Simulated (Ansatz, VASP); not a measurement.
## CdCu in two plane-wave programs

One calculation is typed for both programs; each brings its own data sets. How far apart do they land? The cell is invented: As first built, before any earlier steps moved the atoms (in the runner's words): it takes the CdAg structure with some of its atoms replaced by other elements, volume scaled by an estimate. It may not be a known or stable phase. The cell is taken from a series of VASP runs on this material, whose earlier steps may have relaxed, scaled or displaced it; both programs get it as it stands. Valence electrons are named where the data sets of a main pair hold unlike numbers.

Program: Ansatz 0.2.0. Level of theory: plane waves, with VASP 6.6.1 beside it; single point at PBE with D3(BJ) and band structure at PBE with D3(BJ), spin-orbit coupling. Results are calculated unless marked as measured.

## (1) Set-up

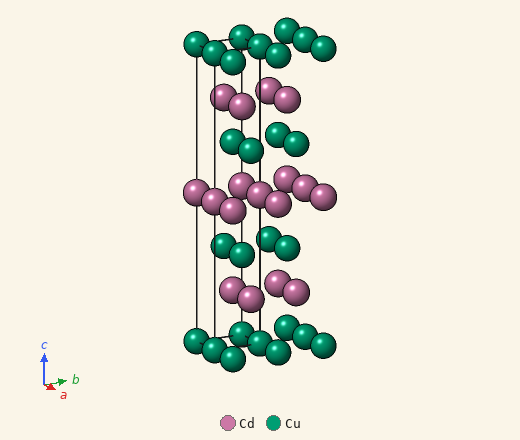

The starting structure, seen slightly off an axis (cadmium pink, copper teal). 2×2×1 cells are drawn. This picture shows the conventional cell, with its axes. Some periodic images of atoms are drawn too.

Coordinates:

```
Cd Cu
1.0
     1.43631    0.82926    4.40338
    -1.43631    0.82926    4.40338
     0.00000   -1.65851    4.40338
Cd Cu
1 1
Direct
  0.50000 0.50000 0.50000
  0.00000 0.00000 0.00000
```

## (2) VASP: single point, PBE with D3(BJ)

With cell and atoms fixed, the geometry can't cause a difference; cores, projectors, grids and the points listed under the comparison can.

Lines of VASP's logs that name or quote its potential files are left out, and so is its time.

The input, INCAR:

```
SYSTEM = CdCu
PREC = Accurate
ENCUT = 400
EDIFF = 1E-06
NELM = 100
ISMEAR = 0
SIGMA = 0.05
LREAL = .FALSE.
ALGO = Normal
GGA = PE
IVDW = 12
LORBIT = 11
LWAVE = .FALSE.
LCHARG = .TRUE.
ISIF = 2
LELF = .TRUE.
LVHAR = .TRUE.
```

The input, POSCAR:

```
CdCu
1.0
    1.4363146945      0.8292570932      4.4033760212
   -1.4363146945      0.8292570932      4.4033760212
    0.0000000000     -1.6585141864      4.4033760212
Cd Cu
1 1
Direct
    0.5000000000      0.5000000000      0.5000000000
    0.0000000000      0.0000000000      0.0000000000
```

The input, KPOINTS:

```
Automatic mesh
0
Gamma
9 9 9
0 0 0
```

The projector-augmented-wave data sets are Cd and Cu (PBE family, release 64).

Started as:

```sh
> mpirun -np 1 vasp_std
```

Numbers of over 12 decimals in the logs are rounded to 6 here.

The program printed:

```text
[banner, memory and clock lines left out]
running    1 mpi-ranks, on    1 nodes
 distrk:  each k-point on    1 cores,    1 groups
 distr:  one band on    1 cores,    1 groups

 POSCAR found type information on POSCAR CdCu
 POSCAR found :  2 types and       2 ions
 LDA part: xc-table for (Slater+PW92), standard interpolation
 POSCAR, INCAR and KPOINTS ok, starting setup
 FFT: planning ... GRIDC
 FFT: planning ... GRID_SOFT
 FFT: planning ... GRID
 WAVECAR not read
 entering main loop
       N       E                     dE             d eps       ncg     rms          rms(c)
DAV:   1     0.135269482519E+03    0.13527E+03   -0.10371E+04  2662   0.175E+03
DAV:   2    -0.110859752239E+01   -0.13638E+03   -0.13206E+03  2585   0.344E+02
DAV:   3    -0.489621066001E+01   -0.37876E+01   -0.37774E+01  3173   0.744E+01
DAV:   4    -0.492273842968E+01   -0.26528E-01   -0.26524E-01  2963   0.543E+00
DAV:   5    -0.492318786255E+01   -0.44943E-03   -0.44943E-03  3707   0.732E-01    0.949E+00
DAV:   6    -0.481174702319E+01    0.11144E+00   -0.12406E+01  2564   0.764E+01    0.534E+00
DAV:   7    -0.418544391550E+01    0.62630E+00   -0.30937E+00  2907   0.483E+01    0.378E+00
DAV:   8    -0.418593219518E+01   -0.48828E-03   -0.11680E-01  3782   0.417E+00    0.180E+00
DAV:   9    -0.417636047957E+01    0.95717E-02   -0.10276E-01  3013   0.724E+00    0.307E-01
DAV:  10    -0.417490300192E+01    0.14575E-02   -0.15321E-02  3033   0.289E+00    0.961E-02
DAV:  11    -0.417475240118E+01    0.15060E-03   -0.13126E-03  3289   0.819E-01    0.443E-02
DAV:  12    -0.417474938659E+01    0.30146E-05   -0.24260E-05  3749   0.730E-02    0.246E-02
DAV:  13    -0.417474590985E+01    0.34767E-05   -0.14000E-05  3181   0.800E-02    0.451E-03
DAV:  14    -0.417474576652E+01    0.14333E-06   -0.75803E-07  1576   0.194E-02
   1 F= -.52079346E+01 E0= -.52077813E+01  d E =-.306729E-03
```

Parts of OUTCAR (step 2):

```text
ion  position               nearest neighbor table
   1  0.500  0.500  0.500-   2 2.76   2 2.76   2 2.76   2 2.76   2 2.76   2 2.76
   2  0.000  0.000  0.000-   1 2.76   1 2.76   1 2.76   1 2.76   1 2.76   1 2.76

  LATTYP: Found a trigonal (rhomboedric) cell.
 ALAT       =     4.7053573310
 COS(alpha) =     0.8136436092

 Subroutine GETGRP returns: Found 12 space group operations
 (whereof 12 operations were pure point group operations)

The static configuration has the point symmetry D_3d.

 Found     85 irreducible k-points:

   k-points           NKPTS =     85   k-points in BZ     NKDIM =     85   number of bands    NBANDS=     15

   dimension x,y,z NGX =    32 NGY =   32 NGZ =   32
   dimension x,y,z NGXF=    64 NGYF=   64 NGZF=   64

   ENCUT  =  400.0 eV  29.40 Ry    5.42 a.u.   7.67  7.67  7.67*2*pi/ulx,y,z

   NELECT =      23.0000    total number of electrons

 k-points in reciprocal lattice and weights: Automatic mesh
   0.00000000  0.00000000  0.00000000       0.001
   0.11111111  0.00000000 -0.00000000       0.008
   0.22222222 -0.00000000 -0.00000000       0.008
   0.33333333  0.00000000  0.00000000       0.008
   0.44444444 -0.00000000 -0.00000000       0.008
   0.11111111  0.11111111 -0.00000000       0.008
   0.22222222  0.11111111 -0.00000000       0.016
   0.33333333  0.11111111  0.00000000       0.016
   0.44444444  0.11111111 -0.00000000       0.016
[...]
0.44444444  0.44444444  0.44444444       0.003
  -0.44444444  0.44444444  0.44444444       0.008

 average (electrostatic) potential at core
       1 -37.3658       2 -66.2512

 E-fermi :   5.2067

 k-point     1 :       0.0000    0.0000    0.0000
  band No.  band energies     occupation
    ...
      8       2.3247      2.00000
      9       2.3247      2.00000
     10       2.6823      2.00000
     11       2.6823      2.00000
     12       3.5329      2.00000
     13       7.0587      0.00000
     14      20.2230      0.00000
     15      20.8540      0.00000

 k-point     2 :       0.1111    0.0000   -0.0000
  band No.  band energies     occupation
    ...
      8       2.2396      2.00000
      9       2.3469      2.00000
     10       2.4021      2.00000
     11       2.6542      2.00000
     12       4.2333      2.00000
     13       7.3146      0.00000
     14      17.6189      0.00000
     15      19.8151      0.00000

 k-point     3 :       0.2222   -0.0000   -0.0000
  band No.  band energies     occupation
    ...
      7       1.6788      2.00000
      8       1.9804      2.00000
      9       2.2154      2.00000
     10       2.5790      2.00000
     11       2.6074      2.00000
     12       5.3589      0.00002
     13       8.2723      0.00000
     14      13.2689      0.00000
     15      16.9901      0.00000

 Edisp (eV)   -1.03319

  Total      -0.01088    -0.01088    -0.01016     0.00000     0.00000     0.00000
  in kB      -0.55389    -0.55389    -0.51714     0.00000     0.00000     0.00000
  external pressure =       -0.54 kB  Pullay stress =        0.00 kB

  energy-cutoff  :      400.00
  volume of cell :       31.47
      direct lattice vectors                 reciprocal lattice vectors
     1.436314695  0.829257093  4.403376021     0.348113127  0.200983106  0.075699493
    -1.436314695  0.829257093  4.403376021    -0.348113127  0.200983106  0.075699493
     0.000000000 -1.658514186  4.403376021     0.000000000 -0.401966213  0.075699493

 POSITION                                       TOTAL-FORCE (eV/Angst)
 -----------------------------------------------------------------------------------
      0.00000      0.00000      6.60506        -0.000000     -0.000000      0.000000
      0.00000      0.00000      0.00000         0.000000      0.000000      0.000000
 -----------------------------------------------------------------------------------
    total drift:                               -0.000000     -0.000000     -0.000000

  FREE ENERGIE OF THE ION-ELECTRON SYSTEM (eV)
  ---------------------------------------------------
  free  energy   TOTEN  =        -5.2079346312 eV

  energy  without entropy=       -5.2076279019  energy(sigma->0) =       -5.20778127

 total charge
# of ion       s       p       d       tot
------------------------------------------
    1        0.529   0.426   9.477  10.432
    2        0.390   0.292   9.203   9.884
--------------------------------------------------
tot          0.918   0.718  18.680  20.316

[... 3 further parts left out ...]
```

Dispersion corrections of this kind ignore metallic screening and tend to overbind metals.

## (3) Ansatz: single point, PBE with D3(BJ)

Ansatz runs on its default PAW (the set named soft_2) files.

The same cell, functional, mesh and smearing now go to Ansatz, which takes its cutoff from its data sets.

The input, input.yaml:

```yaml
crystal:
  lattice:
    - [1.4363146945, 0.8292570932, 4.4033760212]
    - [-1.4363146945, 0.8292570932, 4.4033760212]
    - [0.0, -1.6585141864, 4.4033760212]
  atoms:
    - { symbol: Cd, position: [0.5, 0.5, 0.5] }
    - { symbol: Cu, position: [0.0, 0.0, 0.0] }
hamiltonian:
  xc: pbe
  pseudopotentials: { kind: paw }
  dispersion: d3bj
kpoints:
  mp_grid: { grid: [9, 9, 9] }
scf:
  occupations: { method: gaussian, width: 0.05 }
  n_extra_bands: 4
output:
  forces: true
  stress: true
  eigenvalues: true
```

Started as:

```sh
> ansatz run input.yaml --threads 2 --pin off --max-ram 4608MiB --backend cpu --events-out ev --progress --plain --runs-dir out
```

The program printed:

```text
basis.fft_grid_basis auto: the FFT boxes are laid along the combinations [[1, 0, -1], [0, 1, -1], [0, 0, 1]] of the cell's own vectors, 2.873, 2.873 and 4.705 Å long. The dense box has 20×20×32 points. Along the cell's own vectors, as sized, it would have 32×32×32, 2.56 times as many. Of the 12 symmetry operations that the crystal satisfies within crystal.symmetry.tolerance (time reversal apart; of a slab, those that [...]
scf.n_extra_bands = 4 over 20 filled bands (N_el = 39.0): the run solves 24 bands
Engine: ansatz 0.2.0, aarch64-unknown-linux-gnu
Pseudopotentials: kind: paw
Pseudopotential: Cd, paw, valence charge 20, recommended cutoff 420 eV (normal), Cd.paw.azcp
Pseudopotential: Cu, paw, valence charge 19, recommended cutoff 420 eV (normal), Cu.paw.azcp
Functional definition: PBE
  parameter kappa = 0.804
  parameter beta = 0.066725
  exchange = pbe_x(kappa = kappa, mu = beta*pi^2/3)
  correlation = pbe_c(beta = beta)
Crystal: 2 atoms, lattice volume = 31.468 Å³
Basis set: ecut = 420 eV, 627 PW (Γ), FFT grids on a1−a3, a2−a3, a3, exchange–correlation on 40×40×64 points (8 copies of the dense FFT grid, shifted against one another)
Bands: 24, of which v1, the nominal top of the filled ones, is band 20 counted from 1 (19 counted from 0)
Symmetry: 12 space group operations
Space group: R-3m (ITA 166), of the structure as read, at distance tolerance 3.2e-5 Å
k-points: 85 of 729
Non-local potential: Cd, projectors of the file, l = 0: 3, l = 1: 2, l = 2: 2, l = 3: 1
Non-local potential: Cu, projectors of the file, l = 0: 3, l = 1: 2, l = 2: 3, l = 3: 1
PAW form: soft (Blöchl's): semilocal exchange-correlation on the pseudo side does not see the compensation charge
PAW one-centre angular grid: Cd, 590 points (default); XC on 64 Gauss nodes
PAW one-centre angular grid: Cu, 590 points (default); XC on 64 Gauss nodes
Initial density: superposition of atomic densities (neutral atoms: chi_scale 0, normalization atom), corrected by the library's trained network
Initial wavefunctions: pseudopotential atomic-orbital guess
Functional: x = pbe(κ = 0.804, μ = 0.219515), c = pbe(β = 0.066725)
SCF iter   1: F=—  HF=-14880.371958 eV  |F-HF|=—  |Δ(HF+E_count)|=         —  Δρ=2.71e-3  dr2=1.68e-3  ethr=1.77e-3  ⟨swp⟩=5.6  Hψ=7960  notcnv=0
preconditioner: auto → none  [insulator: Δε(μ)=0.060 eV  Ē_g=12.619 eV  σ=0.050 eV  W_gap=0.56  n_scr=14 (ndim 8)  ℏωp=31.7 eV  f_vac=0.000  D(μ)=0.28/eV (n_scr^D=0)  ε∞_Penn≈7.3]
SCF iter   2: F=—  HF=-14880.372004 eV  |F-HF|=—  |Δ(HF+E_count)|=   4.65e-5  Δρ=5.77e-4  dr2=6.95e-5  ethr=4.32e-6  ⟨swp⟩=2.1  Hψ=3869  notcnv=0
SCF iter   3: F=—  HF=-14880.372014 eV  |F-HF|=—  |Δ(HF+E_count)|=   9.86e-6  Δρ=3.48e-4  dr2=2.81e-5  ethr=1.78e-7  ⟨swp⟩=2.0  Hψ=3663  notcnv=0
SCF iter   4: F=—  HF=-14880.372015 eV  |F-HF|=—  |Δ(HF+E_count)|=   1.02e-6  Δρ=3.87e-5  dr2=2.55e-7  ethr=7.21e-8  ⟨swp⟩=2.0  Hψ=2402  notcnv=0
iter 5 did not close the SCF: its close was put off for the readings that it lacked (scf_convergence_deferred on its scf_iter line)
SCF iter   5: F=-14880.372015 eV  HF=-14880.372015 eV  |F-HF|=7.70e-9  |Δ(HF+E_count)|=   1.22e-7  Δρ=7.79e-6  dr2=6.85e-9  ethr=6.53e-10  ⟨swp⟩=2.1  Hψ=2718  notcnv=0
SCF iter   6: F=-14880.372015 eV  HF=-14880.372015 eV  |F-HF|=7.64e-11  |Δ(HF+E_count)|=   8.86e-9  Δρ=1.04e-6  dr2=1.72e-10  ethr=1.76e-11  ⟨swp⟩=2.8  Hψ=6195  notcnv=0
SCF 1 converged in 6 iterations: F = -14880.372015 eV  dr2 = 1.72e-10
  greatest PAW one-centre occupation: 1.000 electrons in one spin orbital (limit 2), on the Cd atom at site 0 (counted from 0), in its partial waves of l = 0
SCF converged after 6 iterations
Free energy (F): -14880.372015 eV
Harris-Foulkes:  -14880.372015 eV  (|F-HF|=7.64e-11)
Internal energy: -14880.371659 eV  (E = F + TS)
E sigma→0 (E₀):  -14880.371837 eV
Entropy (-TS):   -0.000357 eV (-0.178 meV/atom)
Fermi energy:    16.685945 eV
--- Per-component energies (eV) ---
  E_band       = -722.761349
  E_kinetic    = 805.620858
  E_local      = -6952.131718  (includes V_loc(G=0)·N_el)
  E_nonlocal   = 426.024135
  E_hartree    = 3166.102391
  E_xc         = -266.888190
  E_vxc        = -338.072956  (∫ρ·V_xc dr)
  E_paw        = -5748.304505  (= ΣΔE_a)
  E_vpaw       = -996.405920  (= ΣTr[D̂ρ^β])
  E_aug_tail   = 0.000247  (compensation charges beyond the density's cutoff)
  E_ewald      = -6309.761425
  E_disp       = -1.033451  (pairwise vdW)
  E_smearing   = -0.000357  (= −TS)
  E_closure    = -0.000000  (closes the sum)
  Σ components = -14880.372015   (vs F -14880.372015, Δ=0.00e0)
--- Forces (eV/Å), atoms counted from 1 ---
  atom   1  Cd     0.00000000     0.00000000    -0.00000000
  atom   2  Cu    -0.00000000     0.00000000    -0.00000000
  max |Σ_I F_I| component: 1.03e-28 eV/Å
--- Stress (GPa, compression-positive) ---
        0.195886       0.000000       0.000000
        0.000000       0.195886      -0.000000
        0.000000      -0.000000       0.093056
  P = ⅓ Tr σ = 0.1616 GPa (1.616 kbar)
--- Band table (eV; the first three rows and the last of 85) ---
  k-point 0: bands = [... 16 lower, 13.8239, 14.1853, 14.1853, 14.9951, 18.5416, 30.8274, 32.0414, 32.0414]
  k-point 1: bands = [... 16 lower, 13.8407, 13.9023, 14.1567, 15.7064, 18.7919, 28.9023, 30.9068, 31.1036]
  k-point 2: bands = [... 16 lower, 13.7105, 14.0810, 14.1084, 16.8345, 19.7381, 24.6851, 28.3301, 29.6047]
  k-point 84: bands = [... 16 lower, 13.7220, 13.8506, 14.0969, 14.1217, 26.8336, 27.8027, 28.6720, 30.7047]
```

The job ended after 3.3 s (2 threads of Arm Neoverse N1, shared host; peak memory 0.34 GiB; 6 s of CPU time).

The column dr2 measures how far the density is from self-consistency, as an energy; F and HF (Harris–Foulkes) agree once it is small.

The run ends at a pressure of 0.16 GPa.

## (4) Side by side

Known differences besides the potentials themselves: the data sets hold 39 valence electrons in Ansatz (on its default PAW (the set named soft_2) files) and 23 in VASP; the cutoff is 420 eV in Ansatz and 400 eV in VASP; VASP leaves aspherical gradient terms in its spheres out (LASPH is not set), Ansatz keeps them. Total energies have different zeros and are not compared.

The two programs side by side:

```tsv
quantity	Ansatz	VASP	difference
pressure (GPa)	0.16	-0.05	+0.22
pressure without Ansatz's Pulay correction (GPa)	0.08	-0.05	+0.13
```

Ansatz's pressure holds a Pulay correction of 0.09 GPa; VASP's holds none.

## (5) Ansatz: band structure, PBE with D3(BJ), spin-orbit coupling

A single point gives forces, pressure and levels at one fixed geometry, so differences don't come from the geometry; what else differs is listed under the comparison.

The cell is taken from a series of VASP runs on this material, whose earlier steps may have relaxed, scaled or displaced it; both programs get it as it stands.

input.yaml, the sections that differ from step 3:

```yaml
hamiltonian:
  xc: pbe
  pseudopotentials: { kind: paw_fr }
  dispersion: d3bj
magnetization:
  noncollinear: true
  spin_orbit: true
kpoints:
  mp_grid: { grid: [7, 7, 7] }
  band_path:
    path:
      - [0.0, 0.0, 0.0]
      - [0.13333, 0.0, 0.0]
      - [0.3, 0.0, 0.0]
      - [0.46667, 0.0, 0.0]
      - [0.5, 0.03806, -0.03806]
      - [0.5, 0.1015, -0.1015]
      - [0.5, 0.16494, -0.16494]
      - [0.7684, 0.5, 0.2316]
      - [0.66517, 0.5, 0.33483]
      - [0.56194, 0.5, 0.43806]
      - [0.46667, 0.46667, 0.46667]
      - [0.3, 0.3, 0.3]
      - [0.13333, 0.13333, 0.13333]
      - [0.0, 0.0, 0.0]
      - [0.11505, 0.0, -0.11505]
      - [0.20709, 0.0, -0.20709]
      - [0.32214, 0.0, -0.32214]
      - [0.62388, 0.37612, 0.0]
      - [0.57226, 0.42774, 0.0]
      - [0.52065, 0.47935, 0.0]
      - [0.52065, 0.52065, 0.02537]
      - [0.57226, 0.57226, 0.08881]
      - [0.62388, 0.62388, 0.15225]
      - [0.64452, 0.64452, 0.21096]
      - [0.59291, 0.59291, 0.31419]
      - [0.54129, 0.54129, 0.41742]
      - [0.5, 0.0, 0.0]
      - [0.60323, 0.11505, 0.11505]
      - [0.70646, 0.2301, 0.2301]
      - [0.80969, 0.34516, 0.34516]
    npoints: 1
scf:
  occupations: { method: gaussian, width: 0.05 }
  n_extra_bands: 14
# crystal, output: as in step 3
```

The program printed:

```text
[...]
non-collinear run that drives no moment, with spin-orbit: no starting moment large enough to seed its density (crystal.atoms[].spin), no starting occupations that ask for one, no magnetisation constraint and no magnetic field, so the semilocal B_xc is pinned to zero
Crystal: 2 atoms, lattice volume = 31.468 Å³
[...]
k-point 1: bands = [... 35 lower, 14.0089, 14.1816, 14.1816, 16.0222, 16.0222, 18.9838, 18.9838, 27.7031, ... 10 higher]
  k-point 2: bands = [... 35 lower, 14.0468, 14.3013, 14.3013, 17.5045, 17.5045, 20.5348, 20.5348, 22.5176, ... 10 higher]
  k-point 43: bands = [... 35 lower, 13.9577, 14.0976, 14.0976, 14.2166, 14.2166, 26.8806, 26.8806, 27.4270, ... 10 higher]
[key lines of the parts left out:]
SCF converged after 13 iterations
Magnetization: |M| = 0.0000 μB,  M = (+0.0000, +0.0000, +0.0000) μB
Free energy (F): -14883.407034 eV
Fermi energy:    16.386690 eV
P = ⅓ Tr σ = 0.4028 GPa (4.028 kbar)
```

It took 33 s on 2 threads; peak memory 0.5 GiB; 65 s of CPU time.

(Continued in part 2 of 2.)

[Lines on the potential files, build, host, timing and source positions are cut from VASP's logs without a mark.]

[Logs are printed without paths, hosts, clocks, repeated set-up lines and the standing remarks that a program may print on its own settings, such as how far it seeks lower states.]

[Hosts, paths, dates, database ids (printed as entryN), source tags and the programs' standing remarks are cut or masked in the printed files.]
